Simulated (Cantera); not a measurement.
A closed system holds: 1 mol toluene, 0.12 mol O2, 2.3 mol H2, at 3.70 mbar.

These are equilibrium values from Cantera (NASA tables, ideal gas, pure condensed phases), not measurements of a reactor. Candidate condensed phases: C, C6H6, C7H8, C8H18, H2O; 110 gas species. Rates play no part.

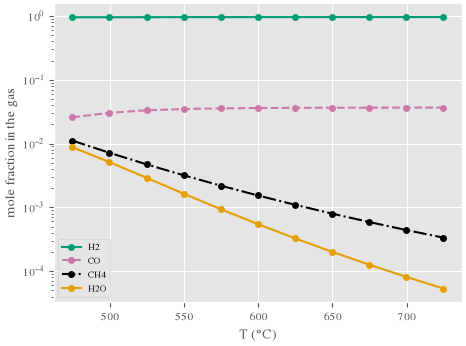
Figure: Equilibrium gas composition (values under 1e-9 drawn at 1e-9)

### Question
Read off the mole fractions at 550 °C.

### Answer
H2 about 0.96, CO about 0.035, CH4 about 0.0032, H2O about 0.0016.
